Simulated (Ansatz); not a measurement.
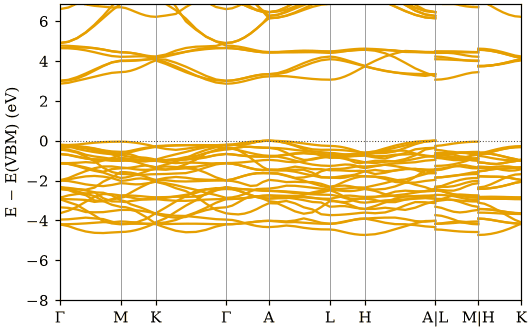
*Band structure from PBEsol (plane waves, PAW; program Ansatz)*

Read off the gap and where the band edges lie.

About 2.9 eV (2.86 eV by a search for the band edges); maximum at A, minimum at Γ.

Which of these materials gives this?
A) Ba3MgNb2O9, P-3m1 (Pearson symbol hP15)
B) MgZnO2, P3m1 (Mg on 1b, Zn on 1c, O on 1b, O on 1c)
C) Ga2O3, La2O3 or Ni2Al3 type

A, Ba3MgNb2O9, P-3m1 (Pearson symbol hP15)

The workflow started from a Materials Project entry (that database holds measured and hypothetical structures alike); the Crystallography Open Database files this formula in space group No. 164, but the cells were not matched. Its standing as an ambient phase is unchecked. The PBEsol relaxation kept the symmetry of its start; its stability against distortions is not shown here. The run is not spin-polarised. Spin–orbit coupling is left out wherever it is not named.

Potentials: the later of the program's two PAW sets.
